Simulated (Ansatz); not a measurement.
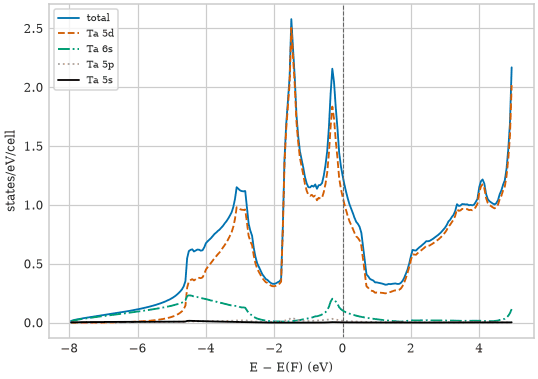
Total and projected density of states of Ta (bcc (W type), Im-3m), LDA (plane waves, PAW; program Ansatz)

Question: Which orbitals carry the states next to the Fermi level?

Answer: Within 0.5 eV of the Fermi level: Ta 5d 86 %, Ta 6s 8 %. Projections are on Löwdin-orthogonalised atomic valence shells; empty p or d shells of many metals are not among them.

Question: Where is the tallest occupied peak in this window, and what makes it?

Answer: Near -1.5 eV, about 2.6 states/eV per cell; the largest projected share is Ta 5d.

The cell was relaxed with LDA under the symmetry of its start. The run is not spin-polarised. Scalar-relativistic: spin–orbit coupling is off unless named, which matters more the heavier the elements.

Potentials: the earlier of the program's two PAW sets. The files were generated under PBE; for other functionals the program regenerates the frozen cores, and for LDA and PBEsol the local potential too.
